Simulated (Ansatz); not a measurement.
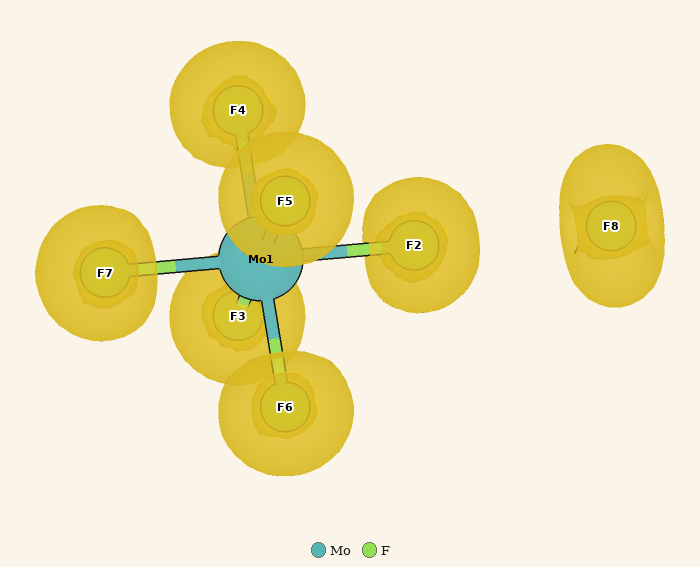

F6Mo···F (doublet). Isosurface of the ELF at 0.75 (yellow), seen at a tilt. Core shells and regions of very low density are left out.

Core potentials replace the inner electrons of Mo; not at a stationary point (largest force 1.2 eV/Å).

The calculation used Ansatz, UKS PBE/def2-SVP.

The calculation's input:

```
crystal:
  periodic: [false, false, false]
  atoms:
    - { symbol: Mo, position_ang: [0.0, 0.0, 0.0] }
    - { symbol: F, position_ang: [0.0, 0.0, 2.02] }
    - { symbol: F, position_ang: [1.77, 0.0, 0.0] }
    - { symbol: F, position_ang: [0.0, 1.77, 0.0] }
    - { symbol: F, position_ang: [-1.77, 0.0, 0.0] }
    - { symbol: F, position_ang: [0.0, -1.77, 0.0] }
    - { symbol: F, position_ang: [0.0, 0.0, -1.77] }
    - { symbol: F, position_ang: [0.0, 0.0, 3.46] }
magnetization:
  spin_polarized: true
  initial_magnetization: 1
basis:
  gaussian: { orbitals: def2-SVP }
hamiltonian:
  xc: pbe
relax:
  f_tol: 0.15
  max_steps: 25
  restrain:
    - { distance: [1, 7], at: 2.34, k: 30.0 }
    - { distance: [0, 1], at: 1.77, k: 30.0 }
output:
  orbitals: {}
```

Command:

```sh
ansatz run input.yaml --threads 4 --pin off --max-ram 5120MiB --backend cpu --events-out ev --progress --plain --runs-dir out
```

The fields are those of the run's last geometry, not of the input's.

**Describe the localisation domains.**

At this value the surface marks out seven regions wrapped around F (the valence shell of each). Profiles from the grid: F2···F8 (2.34 Å): the ELF dips to about 0.05 between them. Mo–F (1.81 Å): the ELF peaks at about 0.80 in the valence shell of F, 0.5 Å from its nucleus, and drops to about 0.30 between the two atoms.
